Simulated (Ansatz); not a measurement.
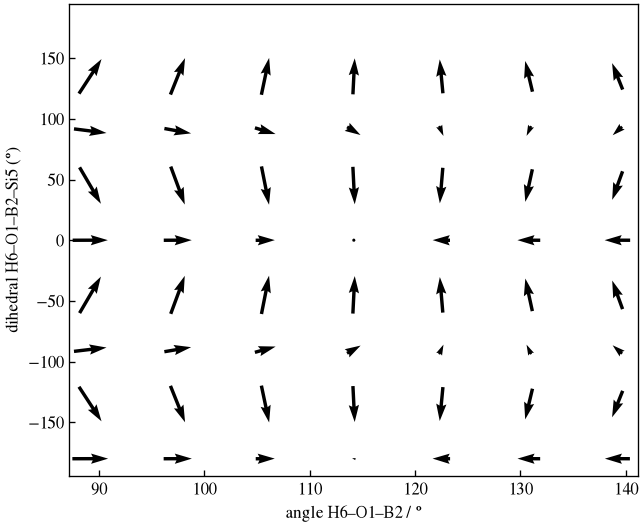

CH4BNOSi, SMILES OB1C=N[SiH2]1. 
- The first coordinate is: angle H6–O1–B2; the second: dihedral H6–O1–B2–Si5.
- Nothing is relaxed (all other coordinates rigid).
- Grid: 7 × 8 points.
- Computed with Ansatz 0.2.0, RKS PBE0-D4/def2-TZVP.

The picture shows arrows along the force (downhill), their lengths compressed.

Question: The arrows alone are given. Where are the wells?

Answer: The arrows converge at angle H6–O1–B2 = 114.2°, dihedral H6–O1–B2–Si5 = 0°; angle H6–O1–B2 = 114.2°, dihedral H6–O1–B2–Si5 = −180° (0.07 eV up) (read from the interpolated surface).

The energy map of the same scan:

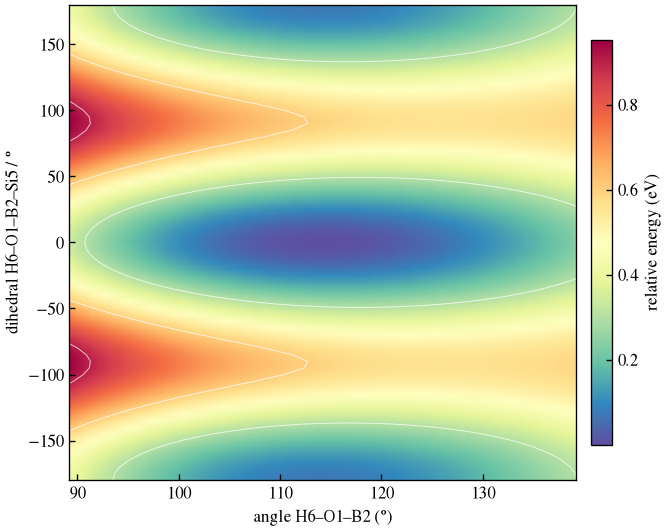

Energies are in eV, from the lowest grid point; between grid points the surface is interpolated.
